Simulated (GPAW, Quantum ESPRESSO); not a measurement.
# O K-edge XANES of MnO2 (Pyrolusite, P4_2/mnm)

What does one-electron theory with a core hole give for the O K edge of MnO2 (Pyrolusite, P4_2/mnm)?

Main program and level: GPAW 26.7.0; X-ray absorption from dipole matrix elements to empty bands, plane-wave PAW PBE.

### Step 1. Set-up

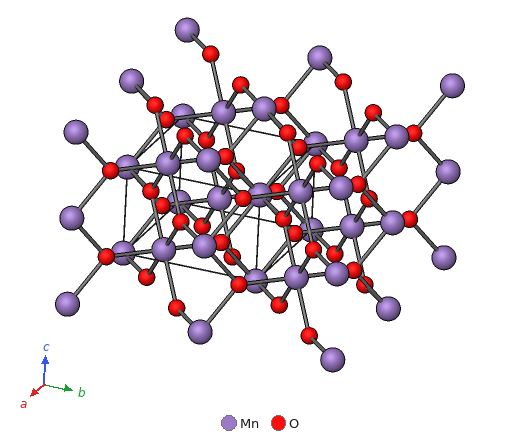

The cell as given, from a free direction (manganese light purple, oxygen red). 2×2×2 cells are drawn. Some periodic images of atoms are drawn too.

As a file:

```
Mn O
1.0
     4.39830    0.00000    0.00000
     0.00000    4.39830    0.00000
     0.00000    0.00000    2.87300
Mn O
2 4
Direct
  0.50000 0.50000 0.50000
  0.00000 0.00000 0.00000
  0.80515 0.19485 0.50000
  0.69485 0.69485 0.00000
  0.19485 0.80515 0.50000
  0.30515 0.30515 0.00000
```

### Step 2. Ground state of the crystal

The ground state comes first: it tells whether the system has a gap, which decides how the excited electron is treated.

Contents of scf.py:

```python
import numpy as np
from ase import Atoms
from ase.parallel import parprint, paropen
from gpaw import GPAW, PW, FermiDirac, Mixer, MixerDif, setup_paths
from gpaw.test import gen
setup_paths.insert(0, '.')
gen('O', name='nch1s', xcname='PBE', corehole=(1, 0, 0), write_xml=True)
from gpaw.mpi import world
world.barrier()

atoms = Atoms('Mn2O4',
    cell=[[4.3983, 0, 0],
     [0, 4.3983, 0],
     [0, 0, 2.873]],
    scaled_positions=[[0.5, 0.5, 0.5],
     [0, 0, 0],
     [0.80515, 0.19485, 0.5],
     [0.69485, 0.69485, 0],
     [0.19485, 0.80515, 0.5],
     [0.30515, 0.30515, 0]],
    magmoms=[4.0, -4.0, 0.0, 0.0, 0.0, 0.0],
    pbc=True)
atoms.calc = calc = GPAW(legacy_gpaw=True, mode=PW(500, force_complex_dtype=True), xc='PBE', setups={2: 'nch1s'},
    kpts={'size': (6, 6, 9), 'gamma': True}, occupations=FermiDirac(0.05),
    charge=0, mixer=MixerDif(0.05, 8, 50), maxiter=150,
    convergence={'density': 0.0001, 'eigenstates': 1e-6}, txt='scf.txt')
energy = atoms.get_potential_energy() + calc.get_reference_energy()
ef = calc.get_fermi_level()
out = dict(energy=energy, fermi=ef, forces=atoms.get_forces().tolist(), magmoms=atoms.get_magnetic_moments().tolist())
parprint(f'all-electron energy {energy:.4f} eV, Fermi level {ef:.4f} eV')
ev = np.array([[calc.get_eigenvalues(k, s) for k in range(len(calc.get_ibz_k_points()))] for s in range(calc.get_number_of_spins())])
out['homo'], out['lumo'], out['counts'] = ev[ev < ef].max(), ev[ev > ef].min(), sorted(set((ev < ef).sum((0, 2)).tolist()))
out['filled'] = (ev[:, 0] < ef).sum(1).tolist()
import json
with paropen('out.json', 'w') as f:
    json.dump(out, f)
```

Launch:

```console
$ OMP_NUM_THREADS=1 mpirun -n 4 gpaw python scf.py
```

Numbers of over 12 decimals in the logs are rounded to 6 here.

Log:

```text
Input parameters:
  convergence: {density: 0.0001,
                eigenstates: 1e-06}
  kpts: {gamma: True,
         size: (6, 6, 9)}
  maxiter: 150
  mixer: {backend: pulay,
          beta: 0.05,
          method: difference,
          nmaxold: 8,
          weight: 50}
  mode: {ecut: 500.0,
         force_complex_dtype: True,
         name: pw}
  occupations: {fixmagmom: False,
                name: fermi-dirac,
                width: 0.05}
  setups: {2: nch1s}
  xc: PBE

Initialize ...

[... PAW data sets ...]

Reference energy: -71191.585464  # eV

Spin-polarized calculation.
Initial magnetic moment: 0.000000

[... convergence settings ...]
Symmetries present (total): 4
  [... symmetry matrices ...]

324 k-points: 6 x 6 x 9 Monkhorst-Pack grid + [1/12,1/12,0.000000]
65 k-points in the irreducible part of the Brillouin zone
       k-points in crystal coordinates                weights
   0:     0.00000000    0.00000000    0.00000000          1/324
   1:     0.00000000    0.00000000    0.11111111          2/324
   2:     0.00000000    0.00000000    0.22222222          2/324
   3:     0.00000000    0.00000000    0.33333333          2/324
   4:     0.00000000    0.00000000    0.44444444          2/324
   5:     0.16666667   -0.16666667    0.00000000          2/324
   6:     0.16666667   -0.16666667    0.11111111          4/324
   7:     0.16666667   -0.16666667    0.22222222          4/324
   8:     0.16666667   -0.16666667    0.33333333          4/324
   9:     0.16666667   -0.16666667    0.44444444          4/324
          ...
  64:     0.50000000    0.50000000    0.44444444          2/324

Wave functions: Plane wave expansion
  Cutoff energy: 500.000 eV
  Number of coefficients (min, max): 1388, 1440
  Pulay-stress correction: 0.000000 eV/Ang^3 (de/decut=0.000000)
  Using FFTW library
  Wavefunction extrapolation:
    Improved wavefunction reuse through dual PAW basis

Occupation numbers: Fermi-Dirac:
  width: 0.0500  # eV

Eigensolver
   Davidson(niter=2)

Densities:
  Coarse grid: 24*24*15 grid
  Fine grid: 48*48*30 grid
  Total Charge: 0.000000

Density mixing:
  Method: difference
  Backend: pulay
  Linear mixing parameter: 0.05
  old densities: 8
  Width of damping distribution: 1.1
  Damping of long wavelength oscillations: 50

[... Hamiltonian set-up ...]
Number of atoms: 6
Number of atomic orbitals: 42
Number of bands in calculation: 37
Number of valence electrons: 54
Bands to converge: occupied

... initialized

Initializing position-dependent things.

Density initialized from atomic densities
Creating initial wave functions:
  37 bands from LCAO basis set

Positions:
   0 Mn     2.199150    2.199150    1.436500    ( 0.0000,  0.0000,  4.0000)
   1 Mn     0.000000    0.000000    0.000000    ( 0.0000,  0.0000, -4.0000)
   2 O      3.541291    0.857009    1.436500    ( 0.0000,  0.0000,  0.0000)
   3 O      3.056159    3.056159    0.000000    ( 0.0000,  0.0000,  0.0000)
   4 O      0.857009    3.541291    1.436500    ( 0.0000,  0.0000,  0.0000)
   5 O      1.342141    1.342141    0.000000    ( 0.0000,  0.0000,  0.0000)

Unit cell:
           periodic     x           y           z      points  spacing
  1. axis:    yes    4.398300    0.000000    0.000000    24     0.1833
  2. axis:    yes    0.000000    4.398300    0.000000    24     0.1833
  3. axis:    yes    0.000000    0.000000    2.873000    15     0.1915

  Lengths:   4.398300   4.398300   2.873000
  Angles:   90.000000  90.000000  90.000000

Effective grid spacing dv^(1/3) = 0.1860

iter:   1   -52.980053                   -0.0000
iter:   2   -51.501595   -1.04  -1.07    -0.0000
iter:   3   -48.507058   -0.76  -1.14    +0.0000
iter:   4   -48.474415   -2.20  -1.55    -0.0000
iter:   5   -55.921322   -0.54  -1.54    -0.0001
iter:   6   -48.535705   -0.81  -1.11    -0.0000
iter:   7   -48.336520   -1.65  -1.92    +0.0000
iter:   8   -48.366834   -2.90  -2.21    +0.0000
iter:   9   -48.325163   -3.15  -2.23    -0.0002
iter:  10   -48.305179   -3.74  -2.35    +0.0001
iter:  11   -48.295931   -3.54  -2.58    -0.0005
iter:  12   -48.298790c  -3.98  -3.09    -0.0004
iter:  13   -48.298714c  -4.59  -3.29    +0.0000
iter:  14   -48.298964c  -5.47  -3.45    +0.0001
iter:  15   -48.298890c  -5.03  -3.35    -0.0006
iter:  16   -48.298881c  -5.57  -3.34    -0.0003
iter:  17   -48.298885c  -6.67c -3.62    +0.0000
iter:  18   -48.298879c  -7.18c -3.78    +0.0001
iter:  19   -48.298898c  -5.78  -3.85    +0.0000
iter:  20   -48.298886c  -6.99c -4.00    +0.0000
iter:  21   -48.298886c  -7.80c -4.49c   -0.0000

Converged after 21 iterations.

Dipole moment: (0.000000, -0.000000, -0.000000) |e|*Ang

Total magnetic moment: (0.000000, 0.000000, -0.000047)
Local magnetic moments:
   0 Mn ( 0.000000,  0.000000,  2.493374)
   1 Mn ( 0.000000,  0.000000, -2.493656)
   2 O  ( 0.000000,  0.000000, -0.037313)
   3 O  ( 0.000000,  0.000000,  0.037404)
   4 O  ( 0.000000,  0.000000, -0.037313)
   5 O  ( 0.000000,  0.000000,  0.037404)

Energy contributions relative to reference atoms: (reference = -71191.585464)

Kinetic:        +29.139807
Potential:      -31.910770
External:        +0.000000
XC:             -45.889577
Entropy (-ST):   -0.008338
Local:           +0.365823
SIC:             +0.000000
--------------------------
Free energy:    -48.303054
Extrapolated:   -48.298886

Spin contamination: 2.738753 electrons
Showing only first 2 kpts
                      Up                     Down
 Kpt  Band  Eigenvalues  Occupancy  Eigenvalues  Occupancy
  0    25      5.21188    1.00000      5.21203    1.00000
  0    26      5.83964    0.99997      5.83982    0.99997
  0    27      6.17716    0.97791      6.17666    0.97812
  0    28      6.72476    0.00077      6.72460    0.00078

  1    25      5.42381    1.00000      5.42391    1.00000
  1    26      5.67509    1.00000      5.67529    1.00000
  1    27      6.32992    0.67589      6.32954    0.67754
  1    28      7.03106    0.00000      7.03095    0.00000

Fermi level: 6.36667

No gap
No difference between direct/indirect transitions

Forces in eV/Ang:
  0 Mn   -0.00000    0.00000    0.00000
  1 Mn    0.00000   -0.00000    0.00000
  2 O    -0.15574    0.15574    0.00000
  3 O     0.15677    0.15677    0.00000
  4 O     0.15574   -0.15574    0.00000
  5 O    -0.15677   -0.15677    0.00000
Scalar-relativistic atomic PBE calculation for O (Oxygen, Z=8)
Core hole in 1s state (1s occupation: 2.0)
300 radial gridpoints.
|------------------------------------------------|
|------------------------------------------------|
[... the atom generator's iteration count ...]

Energy contributions:
-------------------------
Kinetic:      +74.889487
XC:            -8.275248
Potential:   -141.614183
-------------------------
Total:        -74.999944

state      eigenvalue         ekin         rmax
-----------------------------------------------
1s^2.0 :   -18.913699    29.145489        0.129
2s^2.0 :    -0.880545     3.220963        0.871
2p^4.0 :    -0.331818     2.539146        0.819
-----------------------------------------------
(units: Bohr and Hartree)

Generating PAW setup
Kinetic energy of the core from tauc = 58.337696
Cutoffs:
rc(s)=1.300
rc(p)=1.130
rc(d)=1.170
rc(vbar)=1.300
rc(comp)=1.260
rc(nct)=1.300

Kinetic energy of the core states: 58.290978
Charge: 0.0
Core electrons: 2.0
Valence electrons: 6.0
Pseudo-core charge: 0.000736
Shape function alpha=6.299
Pseudo-electron charge 5.680117
state    eigenvalue         norm
--------------------------------
2s(2) :    -0.880545     1.081993
*s    :     0.119455
2p(4) :    -0.331818     0.878848
*p    :     0.668182
*d    :     0.000000
--------------------------------

Diagonalizing with gridspacing h=0.050

state   all-electron     PAW
-------------------------------
2s:      -0.880545    -0.881653
2p:      -0.331818    -0.335594
*d:                    0.049820
*f:                    0.077145
-------------------------------
all-electron energy -71239.8843 eV, Fermi level 6.3667 eV
```

Elapsed: 54 s, on 4 MPI ranks of Arm Neoverse V1, shared host; peak memory 0.26 GiB; 3.6 min of CPU time.

The mesh shows no gap, so the system is treated as a metal and the core electron is put at the Fermi level (neutral cell).

Site moments (μB): 2.49, -2.49, -0.04, 0.04, -0.04, 0.04.

### Step 3. Spectrum without a core hole, O atom 3

This cheap baseline ignores the attraction of the hole: it shows the absorber's empty states as they are in the ground state. The data set with a hole of occupation 0 only carries the core orbital.

The absorber has 2 Mn at 1.88 Å and 1 Mn at 1.90 Å (distorted trigonal planar, site symmetry m2m).

Contents of xas.py:

```python
import numpy as np
from ase import Atoms
from ase.parallel import parprint, paropen
from gpaw import GPAW, PW, FermiDirac, Mixer, MixerDif, setup_paths
from gpaw.test import gen
setup_paths.insert(0, '.')
gen('O', name='nch1s', xcname='PBE', corehole=(1, 0, 0), write_xml=True)
from gpaw.mpi import world
world.barrier()

atoms = Atoms('Mn2O4',
    cell=[[4.3983, 0, 0],
     [0, 4.3983, 0],
     [0, 0, 2.873]],
    scaled_positions=[[0.5, 0.5, 0.5],
     [0, 0, 0],
     [0.80515, 0.19485, 0.5],
     [0.69485, 0.69485, 0],
     [0.19485, 0.80515, 0.5],
     [0.30515, 0.30515, 0]],
    magmoms=[4.0, -4.0, 0.0, 0.0, 0.0, 0.0],
    pbc=True)
atoms.calc = calc = GPAW(legacy_gpaw=True, mode=PW(500, force_complex_dtype=True), xc='PBE', setups={2: 'nch1s'},
    kpts={'size': (8, 8, 12), 'gamma': True}, occupations=FermiDirac(0.1),
    charge=0, mixer=MixerDif(0.05, 8, 50), maxiter=150,
    convergence={'density': 0.0001, 'eigenstates': 1e-6}, txt='scf.txt')
energy = atoms.get_potential_energy() + calc.get_reference_energy()
ef = calc.get_fermi_level()
out = dict(energy=energy, fermi=ef, forces=atoms.get_forces().tolist(), magmoms=atoms.get_magnetic_moments().tolist())
parprint(f'all-electron energy {energy:.4f} eV, Fermi level {ef:.4f} eV')
ev = np.array([[calc.get_eigenvalues(k, s) for k in range(len(calc.get_ibz_k_points()))] for s in range(calc.get_number_of_spins())])
out['homo'], out['lumo'], out['counts'] = ev[ev < ef].max(), ev[ev > ef].min(), sorted(set((ev < ef).sum((0, 2)).tolist()))
out['filled'] = (ev[:, 0] < ef).sum(1).tolist()

from ase.units import Ha
from gpaw.xas import dipole_matrix_elements
nb = int(calc.get_number_of_electrons() / 2) + 46
top = nb
nscf = calc.fixed_density(kpts={'size': (5, 5, 8), 'gamma': True},
    convergence={'eigenstates': 1.0}, txt='nscf.txt')
nscf.diagonalize_full_hamiltonian(nbands=nb)
cell = atoms.cell.array
ops = [cell.T @ U.T @ np.linalg.inv(cell.T) for U in nscf.wfs.kd.symmetry.op_scc]
E = np.arange(-25, 34, 0.1)
fwhm = np.interp(E, [4, 25], [0.9, 3.5])
Y, X, zero, highest = 0, 0, 1e9, 1e9
for spin in range(nscf.get_number_of_spins()):
    wfs = nscf.wfs
    mine = wfs.bd.get_slice()  # this rank's bands
    A = dipole_matrix_elements(wfs.setups[2])
    eps = np.zeros((wfs.kd.nibzkpts, nb))
    d = np.zeros((3, A.shape[1], wfs.kd.nibzkpts, nb), complex)
    for kpt in wfs.kpt_u:
        if kpt.s == spin and 2 in kpt.P_ani:
            eps[kpt.k, mine] = kpt.eps_n * Ha
            d[:, :, kpt.k, mine] = (kpt.weight * wfs.nspins / 2) ** 0.5 * np.inner(A, kpt.P_ani[2])
    world.sum(eps)
    world.sum(d)
    T = np.einsum('amkn,bmkn->abkn', d, d.conj()).real
    T = sum(np.einsum('ai,ijkn,bj->abkn', R, T, R) for R in ops) / len(ops)
    empty = eps > ef
    zero, highest = min(zero, eps[empty].min()), min(highest, eps[:, top - 1].min())
    lines = [(eps, T, empty)] if spin == 0 else lines + [(eps, T, empty)]
for eps, T, empty in lines:
    f = np.einsum('aakn->akn', T).reshape(3, -1)
    x = eps.ravel() - zero
    w = np.interp(x, E, fwhm) / 2.35482
    g = np.exp(-0.5 * ((E[:, None] - x) / w) ** 2) / (w * (2 * np.pi) ** 0.5)
    Y = Y + (f * empty.ravel()) @ g.T
    X = X + (f * ~empty.ravel()) @ g.T
out.update(E=E.round(2).tolist(), xas=Y.tolist(), xes=X.tolist(), zero=zero, valid=highest - zero, nk=len(eps), nb=nb)
for i in range(0, len(E), 10):
    parprint(f'{E[i]:7.2f}', *(f'{v:10.3e}' for v in Y[:, i]))
import json
with paropen('out.json', 'w') as f:
    json.dump(out, f)
```

Launch:

```console
$ OMP_NUM_THREADS=1 mpirun -n 4 gpaw python xas.py
```

Log:

```text
Input parameters:
  convergence: {density: 0.0001,
                eigenstates: 1e-06}
  kpts: {gamma: True,
         size: (8, 8, 12)}
  maxiter: 150
  mixer: {backend: pulay,
          beta: 0.05,
          method: difference,
          nmaxold: 8,
          weight: 50}
  mode: {ecut: 500.0,
         force_complex_dtype: True,
         name: pw}
  occupations: {fixmagmom: False,
                name: fermi-dirac,
[...]
2s:      -0.880545    -0.881653
2p:      -0.331818    -0.335594
*d:                    0.049820
*f:                    0.077145
-------------------------------
all-electron energy -71239.8814 eV, Fermi level 6.3863 eV
 -25.00 4.875e-252 4.875e-252 5.902e-252
 -24.00 2.713e-242 2.713e-242 3.255e-242
 -23.00 9.616e-233 9.616e-233 1.143e-232
 -22.00 2.171e-223 2.171e-223 2.553e-223
[...]
32.00  7.582e-05  7.582e-05  9.184e-05
  33.00  7.154e-05  7.154e-05  1.092e-04
[key lines of the parts left out:]
Converged after 19 iterations.
Dipole moment: (0.000000, -0.000000, -0.000000) |e|*Ang
Free energy:    -48.314737
Fermi level: 6.38628
```

The job ended after 4.5 min (4 MPI ranks; peak memory 0.57 GiB; 18 min of CPU time).

The O K spectrum, O atom 3, no core hole (energy from the lowest empty level; intensity scaled to a mean of 1 over the first 20 eV; polarised curves are means over the symmetry-equivalent atoms):

| E (eV) | isotropic | ε ⊥ c | ε ∥ c |
| --- | --- | --- | --- |
| -2.0 | 0.00 | 0.00 | 0.00 |
| -0.5 | 0.04 | 0.05 | 0.01 |
| 1.0 | 1.57 | 1.78 | 1.16 |
| 2.5 | 1.66 | 1.15 | 2.68 |
| 4.0 | 2.01 | 2.05 | 1.93 |
| 5.5 | 0.00 | 0.00 | 0.00 |
| 7.0 | 0.00 | 0.00 | 0.00 |
| 8.5 | 0.06 | 0.07 | 0.06 |
| 10.0 | 0.34 | 0.35 | 0.33 |
| 11.5 | 0.83 | 0.81 | 0.88 |
| 13.0 | 1.00 | 0.84 | 1.32 |
| 14.5 | 1.59 | 1.30 | 2.17 |
| 16.0 | 1.95 | 1.89 | 2.05 |
| 17.5 | 1.56 | 1.83 | 1.00 |
| 19.0 | 0.75 | 0.91 | 0.43 |
| 20.5 | 0.41 | 0.42 | 0.38 |
| 22.0 | 0.41 | 0.34 | 0.54 |
| 23.5 | 0.45 | 0.39 | 0.55 |
| 25.0 | 0.53 | 0.59 | 0.42 |
| 26.5 | 0.61 | 0.72 | 0.39 |
| 28.0 | 0.56 | 0.64 | 0.40 |
| 29.5 | 0.52 | 0.58 | 0.38 |
| 31.0 | 0.47 | 0.49 | 0.43 |

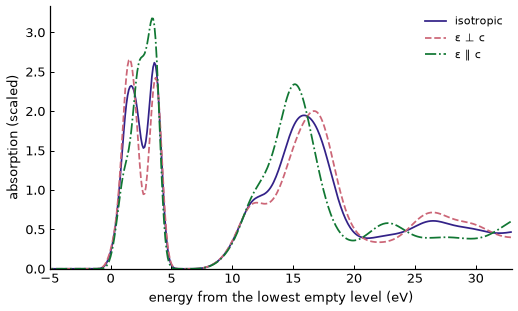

The O K edge, O atom 3, no core hole: main maxima at 1.7, 3.6 and 15.9 eV.

Main maxima below 24 eV (height): 1.7 eV (2.32), 3.6 eV (2.62) and 15.9 eV (1.95). A K edge sees empty p states; the first features are O p mixed into the empty d states of the Mn neighbours, and the broad ones above probably into the cations' higher empty bands.

The same matrix elements for filled bands give the O K emission of O atom 3 (ground-state approximation; energy from the lowest empty level, largest value 1):

| E (eV) | emission |
| --- | --- |
| -24.0 | 0.00 |
| -22.5 | 0.00 |
| -21.0 | 0.00 |
| -19.5 | 0.00 |
| -18.0 | 0.00 |
| -16.5 | 0.00 |
| -15.0 | 0.00 |
| -13.5 | 0.00 |
| -12.0 | 0.00 |
| -10.5 | 0.00 |
| -9.0 | 0.00 |
| -7.5 | 0.19 |
| -6.0 | 0.84 |
| -4.5 | 0.86 |
| -3.0 | 0.80 |
| -1.5 | 0.73 |
| 0.0 | 0.14 |
| 1.5 | 0.00 |
| 3.0 | 0.00 |

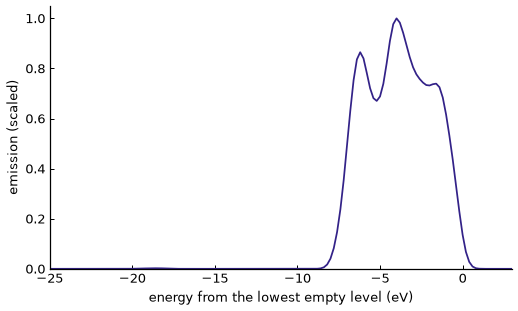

X-ray emission from the filled bands.

Emission maxima: -6.2 eV (0.86) and -4.0 eV (1.00).

### Step 4. Reference energy of the supercell

The photon energy needs a difference of total energies, so the cell and mesh of the coming hole run are first run without a hole.

Edit scf.py of step 2 so:

```diff
@@ -10,16 +10,22 @@
 
-atoms = Atoms('Mn2O4',
-    cell=[[4.3983, 0, 0],
-     [0, 4.3983, 0],
-     [0, 0, 2.873]],
-    scaled_positions=[[0.5, 0.5, 0.5],
+atoms = Atoms('Mn4O8',
+    cell=[[4.3983, 0, 2.873],
+     [0, 4.3983, 2.873],
+     [-4.3983, 0, 2.873]],
+    scaled_positions=[[0.25, 0.5, 0.75],
+     [0.75, 0.5, 0.25],
      [0, 0, 0],
-     [0.80515, 0.19485, 0.5],
-     [0.69485, 0.69485, 0],
-     [0.19485, 0.80515, 0.5],
-     [0.30515, 0.30515, 0]],
-    magmoms=[4.0, -4.0, 0.0, 0.0, 0.0, 0.0],
+     [0.5, 0, 0.5],
+     [0.55515, 0.19485, 0.75],
+     [0.05515, 0.19485, 0.25],
+     [0, 0.69485, 0.30515],
+     [0.5, 0.69485, 0.80515],
+     [0.94485, 0.80515, 0.75],
+     [0.44485, 0.80515, 0.25],
+     [0, 0.30515, 0.69485],
+     [0.5, 0.30515, 0.19485]],
+    magmoms=[4.0, 4.0, -4.0, -4.0, 0.0, 0.0, 0.0, 0.0, 0.0, 0.0, 0.0, 0.0],
     pbc=True)
-atoms.calc = calc = GPAW(legacy_gpaw=True, mode=PW(500, force_complex_dtype=True), xc='PBE', setups={2: 'nch1s'},
-    kpts={'size': (6, 6, 9), 'gamma': True}, occupations=FermiDirac(0.05),
+atoms.calc = calc = GPAW(legacy_gpaw=True, mode=PW(500, force_complex_dtype=True), xc='PBE', setups={4: 'nch1s'},
+    kpts={'size': (4, 4, 4), 'gamma': True}, occupations=FermiDirac(0.1),
     charge=0, mixer=MixerDif(0.05, 8, 50), maxiter=150,
```

Launch:

```console
$ OMP_NUM_THREADS=1 mpirun -n 4 gpaw python scf.py
```

Log:

```text
Input parameters:
  convergence: {density: 0.0001,
                eigenstates: 1e-06}
  kpts: {gamma: True,
         size: (4, 4, 4)}
  maxiter: 150
  mixer: {backend: pulay,
          beta: 0.05,
          method: difference,
          nmaxold: 8,
          weight: 50}
  mode: {ecut: 500.0,
         force_complex_dtype: True,
         name: pw}
  occupations: {fixmagmom: False,
                name: fermi-dirac,
[...]
2s(2) :    -0.880545     1.081993
*s    :     0.119455
2p(4) :    -0.331818     0.878848
*p    :     0.668182
*d    :     0.000000
--------------------------------

Diagonalizing with gridspacing h=0.050

state   all-electron     PAW
-------------------------------
2s:      -0.880545    -0.881653
2p:      -0.331818    -0.335594
*d:                    0.049820
*f:                    0.077145
-------------------------------
all-electron energy -142479.7821 eV, Fermi level 6.3650 eV
[key lines of the parts left out:]
Converged after 20 iterations.
Dipole moment: (0.000010, 0.000000, 0.000046) |e|*Ang
Free energy:    -96.650389
Fermi level: 6.36498
```

Wall time 1.8 min (4 MPI ranks); peak memory 0.4 GiB; 7.2 min of CPU time.

Reference energy: -142479.782 eV with the cores included.

[end of part 1 of 2]

[Banner, clock and machine lines of the logs are left out without a mark of their own.]

[Logs are printed without paths, hosts, clocks, repeated set-up lines and the standing remarks that a program may print on its own settings, such as how far it seeks lower states.]

[Hosts, paths, dates, database ids (printed as entryN), source tags and the programs' standing remarks are cut or masked in the printed files.]

[Lists of maxima count a maximum above −3 eV only where it reaches 4 % of the highest in the window and stands out from its surroundings by 2 % of it (1.5 % where it reaches 55 %); shoulders and weaker maxima are passed over, and of the rest the first, up to two pre-edge ones and the few strongest are named.]
